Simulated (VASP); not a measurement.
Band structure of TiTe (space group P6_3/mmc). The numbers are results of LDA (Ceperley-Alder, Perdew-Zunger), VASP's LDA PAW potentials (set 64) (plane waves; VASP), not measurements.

Unless said otherwise, spin-orbit coupling is left out, though it shifts the bands of the heavy elements here.

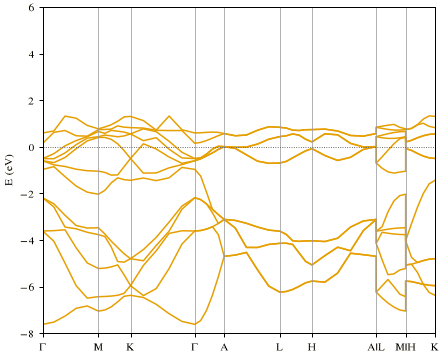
Fig. 1. Bands along high-symmetry lines, zero at the valence-band maximum or, without a gap, the Fermi level

Problem. Read the plot: is there a gap, and where are the band edges?

Solution. It has no gap at this level: it comes out as a metal or semimetal.

The structure comes from a measured TiTe entry of the Crystallography Open Database, whose conditions weren't checked. The cell was not relaxed at this level. VASP warned that the highest band is occupied, so more bands are needed.
